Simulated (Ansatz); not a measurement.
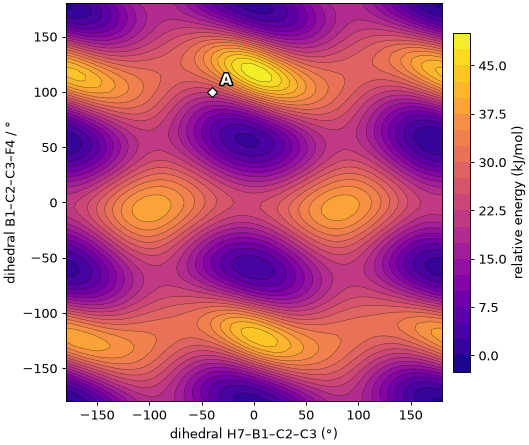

C2H4BCl2F, SMILES BCC(F)(Cl)Cl. First axis: dihedral H7–B1–C2–C3. Second axis: dihedral B1–C2–C3–F4. Nothing is relaxed (all other coordinates rigid). The scan uses an 18 × 18 grid. Points are written as (first, second). All energies are given in kJ/mol relative to the relaxed molecule at the same level. Computed with Ansatz 0.2.0, RKS PBE-D4/def2-SVP.

The picture shows filled contours, the point A. Between grid points the surface is interpolated.

Q: Which way does the force act at A, and how strong is it?

A: A, at (−40°, 100°), is not a stationary point. The computed force is 0.12 kJ/mol for each degree towards smaller values of dihedral H7–B1–C2–C3 and 0.73 kJ/mol for each degree towards smaller values of dihedral B1–C2–C3–F4.
